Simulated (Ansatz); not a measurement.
Consider BCu4 (doublet).

Input

```
crystal:
  periodic: [false, false, false]
  atoms:
    - {symbol: B, position_ang: [-0.873420, -0.364539, -0.029958]}
    - {symbol: Cu, position_ang: [-1.021525, 1.565070, -0.240485]}
    - {symbol: Cu, position_ang: [0.846912, 0.195543, -1.138551]}
    - {symbol: Cu, position_ang: [0.667371, 0.436389, 1.189943]}
    - {symbol: Cu, position_ang: [0.380663, -1.832463, 0.219040]}
basis:
  gaussian: {orbitals: def2-TZVP, initial_orbitals: start.molden}
magnetization: {spin_polarized: true, initial_magnetization: 1}
hamiltonian: {xc: pbe0, dispersion: d4}
scf: {omitted_lower_state_checks: [starts]}
output: {orbitals: {seedname: orbitals}}
```

Run with:

```sh
ansatz run in.yaml --threads 4 --pin off --events-out ev --progress --plain --max-ram 4787MiB
```

Geometry: B3LYP-D4/def2-SVP.

Theory: Ansatz 0.2.0, UKS PBE0-D4/def2-TZVP.

Question: What will maps of the electron density, electron localisation function and spin density show?

Answer: Cu–Cu (2.35 Å): ρ at the midpoint is about 0.35 e/Å³; the ELF is about 0.20 at the midpoint.
Cu–Cu (2.48 Å): ρ at the midpoint is about 0.3 e/Å³; the ELF is about 0.20 at the midpoint.
The unpaired spin (1 electron) lies mostly on B1 (about 0.3), Cu3 (about 0.2), Cu4 (about 0.2), Cu2 (about 0.1) and Cu5 (about 0.1), in electrons by Hirshfeld's partition.

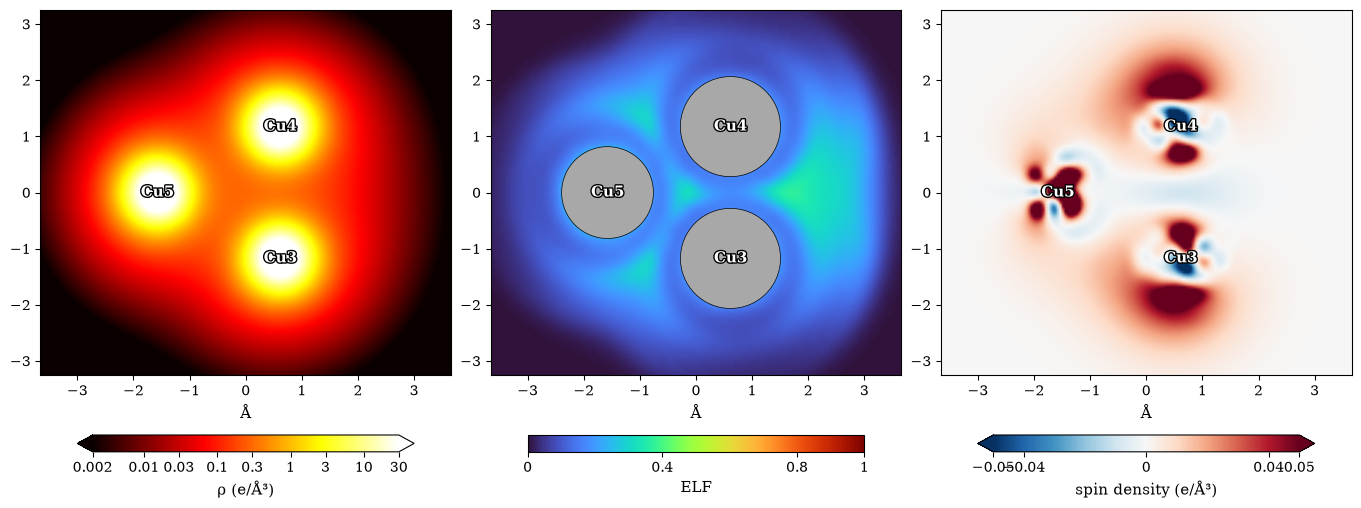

Computed electron density, electron localisation function and spin density on the plane of atoms Cu3, Cu5 and Cu4, in this order. Grey discs cover the atomic cores in the ELF map. 
